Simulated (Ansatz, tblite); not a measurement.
# The cluster In₅Sb₄Cl₃: rung by rung

Aim: run the singlet of the cluster In₅Sb₄Cl₃ at one geometry on many levels, and compare frontier levels, spin and run time.

Computed with Ansatz 0.2.0, Gaussian basis. Level: as each input shows.

The runs, in order: GFN1-xTB, GFN2-xTB, PBE-D4/def2-TZVP, r2SCAN-D4/def2-TZVP, B2PLYP/def2-TZVP, B3LYP-D4/def2-TZVP, ωB97M-V/def2-TZVP, PBE-D4/def2-SVP, PBE0-D4/def2-SVP, MP2/def2-TZVP, RPA/def2-TZVP.

4 further runs of the same task are left out: 1 that didn't finish, 3 set aside as unsound or not needed.

## Step 1: The geometry

The geometry is that of the singlet, from an earlier relaxation (r2SCAN-D4/def2-SVP).

12 atoms, charge 0, spin multiplicity 1.

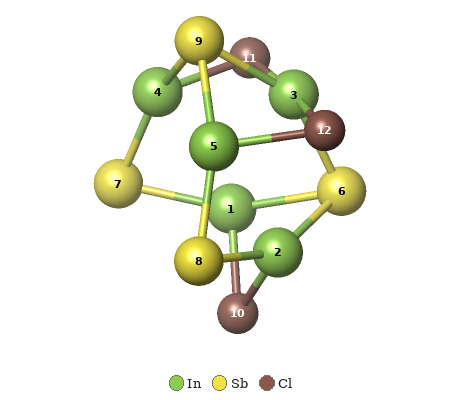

The geometry (indium green, antimony yellow, chlorine brown); atoms are numbered from 1 in the order of the file.

In, Sb take a core potential in the def2 sets. No spin-orbit coupling is included.

PBE0-D4/def2-TZVP was run before; its log isn't repeated, and its numbers join the tables.

## Step 2: GFN1-xTB

Tight binding, by tblite at 300 K electronic temperature and without a spin-polarisation term:

```python
tblite.interface.Calculator('GFN1-xTB', numbers, positions, charge=0, uhf=0).singlepoint()
```

Energy -839.3333 eV, HOMO -8.46 eV, LUMO -7.42 eV; 0.053 s.

## Step 3: GFN2-xTB

Tight binding, by tblite at 300 K electronic temperature and without a spin-polarisation term:

```python
tblite.interface.Calculator('GFN2-xTB', numbers, positions, charge=0, uhf=0).singlepoint()
```

Energy -791.6556 eV, HOMO -8.96 eV, LUMO -7.88 eV; 0.11 s.

## Step 4: PBE-D4/def2-TZVP

start.molden holds the orbitals of an earlier run on this state, given as this run's starting guess.

The input, in.yaml:

```yaml
crystal:
  periodic: [false, false, false]
  atoms:
    - {symbol: In, position_ang: [0.354281, -2.382698, -0.289230]}
    - {symbol: In, position_ang: [0.822629, 0.320968, -2.265365]}
    - {symbol: In, position_ang: [-2.030557, 0.537998, 0.244182]}
    - {symbol: In, position_ang: [0.039246, -0.663474, 2.659656]}
    - {symbol: In, position_ang: [0.635053, 2.655299, 0.236548]}
    - {symbol: Sb, position_ang: [-1.590099, -1.141186, -1.945581]}
    - {symbol: Sb, position_ang: [1.851700, -2.581691, 1.983255]}
    - {symbol: Sb, position_ang: [2.696708, 2.138046, -1.467103]}
    - {symbol: Sb, position_ang: [-1.003720, 1.973848, 2.457043]}
    - {symbol: Cl, position_ang: [2.048002, -2.046985, -2.305595]}
    - {symbol: Cl, position_ang: [-2.310324, -1.611669, 1.960556]}
    - {symbol: Cl, position_ang: [-1.512920, 2.801535, -1.268365]}
basis:
  gaussian: {orbitals: def2-TZVP, fitting: {mean_field: def2-universal-jkfit}, initial_orbitals: start.molden}
hamiltonian: {xc: pbe, dispersion: d4}
scf: {omitted_lower_state_checks: [starts]}
output: {forces: true, orbitals: {seedname: orbitals}}
```

Command:

```console
ansatz run in.yaml --threads 2 --pin off --events-out ev --progress --plain --max-ram 32768MiB --backend cuda --devices 0, --max-vram 18GiB
```

Further steps of the session: r2SCAN-D4/def2-TZVP; B2PLYP/def2-TZVP; B3LYP-D4/def2-TZVP; ωB97M-V/def2-TZVP; PBE-D4/def2-SVP; PBE0-D4/def2-SVP; MP2/def2-TZVP; RPA/def2-TZVP.

Q: Predict the results of all the runs planned. Wanted: gap in def2-TZVP, named functionals, smallest and largest; correlation energy, MP2/def2-TZVP; binding an atom, functionals in def2-TZVP; PBE0 total energy, smallest basis above largest.

As calculated:

| quantity | value |
| --- | --- |
| gap in def2-TZVP, named functionals, smallest and largest | 0.49 eV (PBE-D4), 4.72 eV (ωB97M-V) |
| correlation energy, MP2/def2-TZVP | -92.25 eV |
| binding an atom, functionals in def2-TZVP | 2.17 (B2PLYP) to 2.40 eV (PBE-D4) |
| PBE0 total energy, smallest basis above largest | 14.09 eV (def2-SVP, def2-TZVP) |

What this shows: Over the named functionals in def2-TZVP the gap runs from 0.49 eV (PBE-D4) to 4.72 eV (ωB97M-V); exact exchange widens it.
